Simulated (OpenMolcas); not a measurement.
# SiH2OF2 (SMILES O[SiH](F)F), step by step, part 2 of 3

OpenMolcas 26.06. Earlier steps stand in the parts before.

## (5) An energy scan at SC-NEVPT2(2,2)/ANO-RCC-VDZP (DKH2, pt2 variant SC-NEVPT2) (run 4)

File step4.input:

```
>>> COPY $CurrDir/step2.RasOrb $Project.RasOrb
>>> ForEach K in (1, 2, 3, 4, 5, 6, 7, 8, 9)

&gateway
  coord
  $CurrDir/point$K.xyz
  basis
  ANO-RCC-VDZP
  group
  NoSym

&seward

&rasscf
  fileorb
  $Project.RasOrb
  spin
  1
  nactel
  2 0 0
  inactive
  20
  ras2
  2
  orblisting
  Nothing

&caspt2
  sc-nevpt2
  frozen
  8
>>> EndDo
```

Launch:

```sh
export MOLCAS_MEM=1860
pymolcas step4.input > step4.log
```

The program printed:

```text
--- Start Module: gateway ---

                                              &GATEWAY

                       available to each process: 1.9 GB of memory, 1 thread

++    Symmetry information:
      ---------------------

                    Character Table for C1

                             E
                    a        1  x, y, xy, Rz, z, xz, Ry, yz, Rx, I
--

++    Basis set information:
      ----------------------

      Basis set label: O.ANO-RCC...3S2P1D.

      Electronic valence basis set:
      ------------------
      Associated Effective Charge   8.000000 au
      Associated Actual Charge      8.000000 au
      Nuclear Model: Point charge

      Shell  nPrim  nBasis  Cartesian Spherical Contaminant
         s      14       3        X
         p       9       2        X
         d       4       1                 X

      Basis set label: SI.ANO-RCC...4S3P1D.

      Electronic valence basis set:
      ------------------
      Associated Effective Charge  14.000000 au
      Associated Actual Charge     14.000000 au
      Nuclear Model: Point charge

      Shell  nPrim  nBasis  Cartesian Spherical Contaminant
         s      17       4        X
         p      12       3        X
         d       5       1                 X

      Basis set label: F.ANO-RCC...3S2P1D.

      Electronic valence basis set:
      ------------------
      Associated Effective Charge   9.000000 au
      Associated Actual Charge      9.000000 au
      Nuclear Model: Point charge

      Shell  nPrim  nBasis  Cartesian Spherical Contaminant
         s      14       3        X
         p       9       2        X
         d       4       1                 X

      Basis set label: H.ANO-RCC...2S1P.

      Electronic valence basis set:
      ------------------
      Associated Effective Charge   1.000000 au
      Associated Actual Charge      1.000000 au
      Nuclear Model: Point charge

      Shell  nPrim  nBasis  Cartesian Spherical Contaminant
         s       8       2        X
         p       4       1        X
--

++    Molecular structure info:
      -------------------------

                    ************************************************
                    **** Cartesian Coordinates / bohr, angstrom ****
                    ************************************************

     Center  Label                x              y              z                     x              y              z
        1      O1              -0.043551       2.158882      -1.205815             -0.023046       1.142431      -0.638090
        2      SI2              0.133517      -0.437791       0.384578              0.070654      -0.231669       0.203510
        3      F3               1.287006      -2.646692      -1.273845              0.681054      -1.400569      -0.674090
        4      F4              -2.581831      -1.389268       1.210200             -1.366246      -0.735169       0.640410
        5      H5              -0.902155       2.235546      -2.587980             -0.477400       1.183000      -1.369500
        6      H6               1.707092       0.001381       2.613888              0.903354       0.000731       1.383210

                    ***************************************
                    *    InterNuclear Distances / bohr    *
                    ***************************************

               1 O1            2 SI2           3 F3            4 F4            5 H5            6 H6
    1 O1       0.000000
    2 SI2      3.050150        0.000000
    3 F3       4.986837        2.993351        0.000000
    4 F4       4.986919        2.993338        4.766496        0.000000
    5 H5       1.628944        4.129824        5.509594        5.512418        0.000000
    6 H6       4.723313        2.763844        4.722630        4.722193        6.233706        0.000000

                    *******************************************
                    *    InterNuclear Distances / angstrom    *
                    *******************************************

               1 O1            2 SI2           3 F3            4 F4            5 H5            6 H6
    1 O1       0.000000
    2 SI2      1.614070        0.000000
    3 F3       2.638921        1.584013        0.000000
    4 F4       2.638964        1.584006        2.522321        0.000000
    5 H5       0.862000        2.185409        2.915551        2.917046        0.000000
    6 H6       2.499470        1.462563        2.499108        2.498877        3.298735        0.000000

                    **************************************
                    *    Valence Bond Angles / degree    *
                    **************************************
                          Atom centers                 Phi
                      3 F3       2 SI2      4 F4       105.53
                      3 F3       2 SI2      6 H6       110.17
                      4 F4       2 SI2      6 H6       110.15
--

            Nuclear Potential Energy            189.07416866 au

--- Stop Module: gateway /rc=_RC_ALL_IS_WELL_ ---

--- Start Module: seward ---

                                              &SEWARD

                       available to each process: 1.9 GB of memory, 1 thread

[... 121 lines left out ...]
                                         RASSCF iterations: Energy and convergence statistics
[... 22 lines left out ...]
      conf/sym  11     Coeff  Weight
[... 24 lines left out ...]
      Final state energy(ies):
[... 89 lines left out ...]
      Spin density orbitals for root   1 are written to the SPDORB.1 file
[... 93 lines left out ...]
      Reference energy:        -564.9685271557
[... 16 lines left out ...]
      Total energy:            -565.6200144549
[... 284 lines left out ...]
      Convergence after 14 iterations
[... 16 lines left out ...]
      Natural orbitals and occupation numbers for root  1
[... 23 lines left out ...]
::    RASSCF root number  1 Total energy:   -564.98101090
[... 98 lines left out ...]
 ###    WARNING: User changed nr of frozen orbitals.                         ###
[... 84 lines left out ...]
      Total energy:            -565.6347947932
[... 15 lines left out ...]
      Reference weight:           0.85325
[... 290 lines left out ...]
      Note: transformation to natural orbitals
[... 12 lines left out ...]
      *                                                    Final results                                                     *
[... 20 lines left out ...]
      Von Neumann Entropy (Root   1) =  0.09696
[... 143 lines left out ...]
      Imaginary shift                            0.00
[... 40 lines left out ...]
      Reference weight:           0.85160
[... 27 lines left out ...]
::    SC-NEVPT2 Root  1     Total energy:   -565.62966957
[... 279 lines left out ...]
      printout of CI-coefficients larger than  0.05 for root  1
[... 12 lines left out ...]
++    Final optimization conditions:
[... 46 lines left out ...]
      Dipole Moment (debye):
[... 132 lines left out ...]
 Compute H0 matrices for state    1
[... 29 lines left out ...]
  FINAL SC-NEVPT2 RESULT:
[... 210 lines left out ...]
      Nuclear repulsion energy =  186.35273121
[... 90 lines left out ...]
      energy=    -564.907699
[... 15 lines left out ...]
      RASSCF energy for state  1                   -564.90769885
[... 98 lines left out ...]
      Natural orbitals for root   1 are written to the RASORB.1 file
[... 92 lines left out ...]
  FINAL PC-NEVPT2 RESULT:
[... 15 lines left out ...]
      Reference energy:        -564.9076988522
[... 277 lines left out ...]
                                         RASSCF iterations: Energy and convergence statistics
[... 22 lines left out ...]
      conf/sym  11     Coeff  Weight
[... 24 lines left out ...]
      Final state energy(ies):
[... 89 lines left out ...]
      Spin density orbitals for root   1 are written to the SPDORB.1 file
[... 93 lines left out ...]
      Reference energy:        -564.8632818796
[... 16 lines left out ...]
      Total energy:            -565.5103341742
[... 284 lines left out ...]
      Convergence after 16 iterations
[... 16 lines left out ...]
      Natural orbitals and occupation numbers for root  1
[... 23 lines left out ...]
::    RASSCF root number  1 Total energy:   -564.82948579
[... 98 lines left out ...]
 ###    WARNING: User changed nr of frozen orbitals.                         ###
[... 84 lines left out ...]
      Total energy:            -565.4659265042
[... 15 lines left out ...]
      Reference weight:           0.85441
[... 290 lines left out ...]
      Note: transformation to natural orbitals
[... 12 lines left out ...]
      *                                                    Final results                                                     *
[... 20 lines left out ...]
      Von Neumann Entropy (Root   1) =  0.88709
[... 143 lines left out ...]
      Imaginary shift                            0.00
[... 40 lines left out ...]
      Reference weight:           0.85766
[... 27 lines left out ...]
::    SC-NEVPT2 Root  1     Total energy:   -565.43797930
[... 279 lines left out ...]
      printout of CI-coefficients larger than  0.05 for root  1
[... 12 lines left out ...]
++    Final optimization conditions:
[... 46 lines left out ...]
      Dipole Moment (debye):
[... 11 lines left out ...]
      LoProp population analysis for root number:  1
      -----------------------------------------------

++    LoProp analysis:
      ----------------

++    Static properties:
      ------------------

      LoProp Charges per center

                   O1       SI2      F3       F4       H5       H6
      Nuclear      8.0000  14.0000   9.0000   9.0000   1.0000   1.0000
      Electronic  -8.4454 -12.3602  -9.5312  -9.5312  -0.9925  -1.1395

      Total       -0.4454   1.6398  -0.5312  -0.5312   0.0075  -0.1395
--

      Natural Bond Order analysis for root number:  1

++    Natural Bond Order analysis
      ---------------------------
      Based on LoProp computed density
      -------------------------------------------------------------------------------------
      Atom A       Atom B       Bond Order
        SI2          H6             0.811
      -------------------------------------------------------------------------------------
      NBO located      1.621 electrons involved in    1 bonds.
      NBO located      0.999 non-bonded electrons on atom O1
      NBO located      0.960 non-bonded electrons on atom SI2
      NBO located      1.000 non-bonded electrons on atom SI2
      NBO located      0.997 non-bonded electrons on atom SI2
      NBO located      0.998 non-bonded electrons on atom SI2
      NBO located      0.997 non-bonded electrons on atom SI2
      NBO located      1.000 non-bonded electrons on atom F3
      NBO located      1.000 non-bonded electrons on atom F4
      NBO located      1.018 non-bonded electrons on atom F4
      NBO located      1.005 non-bonded electrons on atom F4
      The remaining   10.622 electrons are to be considered as diffuse
--

--

      Average orbitals are written to the RASORB file
      Natural orbitals for root   1 are written to the RASORB.1 file
      Spin density orbitals for root   1 are written to the SPDORB.1 file

--- Stop Module: rasscf /rc=_RC_ALL_IS_WELL_ ---
--- Module rasscf spent 1 second ---

--- Start Module: caspt2 ---

                                              &CASPT2

                       available to each process: 1.9 GB of memory, 1 thread

 ###############################################################################
 ###    WARNING: User changed nr of frozen orbitals.                         ###
 ###############################################################################

++    Wave function specifications:
      -----------------------------

      Number of closed shell electrons          24
      Number of electrons in active shells       2
      Max number of holes in RAS1 space          0
      Max number of electrons in RAS3 space      0
      Number of inactive orbitals               12
      Number of active orbitals                  2
      Number of secondary orbitals              48
      Spin quantum number                      0.0
      State symmetry                             1
      Number of CSFs                             3
      Number of CASSCF root(s) available         1
      NEVPT2 state passed to geometry opt.       1
      A file JOBMIX will be created
      This is a CASSCF or RASSCF reference function
--

++    Orbital specifications:
      -----------------------

      Symmetry species                           1
                                                 a
      Frozen orbitals                            8
      Inactive orbitals                         12
      Active orbitals                            2
      Secondary orbitals                        48
      Deleted orbitals                           0
      Number of basis functions                 70
--

++    NEVPT2 specifications:
      ----------------------

      Type of calculation                        SS-NEVPT2
      Internal contraction for energies          partially and strongly contracted
                                                 (PC-NEVPT2 and SC-NEVPT2)
      Denominator threshold for SC-NEVPT2        1.00E-09
      Fock operator                              state-specific
      0th-order Hamiltonian                      DYALL
      IPEA shift                                 0.00
      Real shift                                 0.00
      Imaginary shift                            0.00
      The input orbitals will be transformed to quasi-canonical
--

--------------------------------------------------------------------------------
 Estimated memory requirements:
  POLY3 :                   250070
  RHS:                      349416
  SIGMA :                   433456
  PRPCTL:                        0
 Available workspace:    232487712

++ NEVPT2 computation for group   1

********************************************************************************
 Multi-State initialization phase begins for group   1
--------------------------------------------------------------------------------
********************************************************************************
 Compute H0 matrices for state    1
--------------------------------------------------------------------------------
--------------------------------------------------------------------------------
 H0 matrices have been computed.

********************************************************************************
  NEVPT2 EQUATION SOLUTION
--------------------------------------------------------------------------------

  Total nr of NEVPT2 parameters:
   Before reduction:      245340
   After  reduction:      238974

 Variance of |WF0>:       2.8620523688
-----------------------------------------------------------------------------------------------------------------------------

  FINAL PC-NEVPT2 RESULT:

      Reference energy:        -564.8045513533
      E2 (Non-variational):      -0.6233402084
      E2 (Variational):          -0.6233402084
      Total energy:            -565.4278915618
      Residual norm:              0.0000000000
      Reference weight:           0.85901

      Contributions to the PC-NEVPT2 correlation energy
      Active & Virtual Only:         -0.0001020633
      One Inactive Excited:          -0.0491378267
      Two Inactive Excited:          -0.5741003184

  FINAL SC-NEVPT2 RESULT:

      Reference energy:        -564.8045513533
      E2 (Non-variational):      -0.6232910429
      E2 (Variational):          -0.6232910429
      Total energy:            -565.4278423963
      Residual norm:              0.0000000000
      Reference weight:           0.85909

      Contributions to the SC-NEVPT2 correlation energy
      Active & Virtual only:         -0.0001020680
      One Inactive Excited:          -0.0490891169
      Two Inactive Excited:          -0.5740998579

   (Skip denominator check etc. with SC-NEVPT2 wavefunction)

   (Skipping property calculation,
    use PROP keyword to activate)
--

  Total SC-NEVPT2 energies:
::    SC-NEVPT2 Root  1     Total energy:   -565.42784240

  A NEW JOBIPH FILE NAMED 'JOBMIX' IS PREPARED.
********************************************************************************
--- Stop Module: caspt2 /rc=_RC_ALL_IS_WELL_ ---

>>> END FOREACH

.##################.
.# Happy landing! #.
.##################.

    Timing: Wall=62.60 User=53.85 System=8.63
```

Run time: 63 s. Hardware: 1 thread of Intel Xeon 6975P-C (Granite Rapids), shared host; peak memory 0.43 GiB.

The scan, from its lowest point:

```tsv
H5–O1 (Å)	energy (kJ/mol)
0.862	38.6
0.958	0.0
1.054	13.2
1.198	78.3
1.389	191.5
1.629	326.5
1.917	443.6
2.300	516.5
2.875	543.1
```

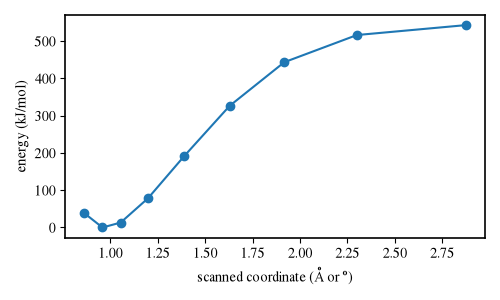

Energy along the scan.

(Continued in part 3 of 3.)
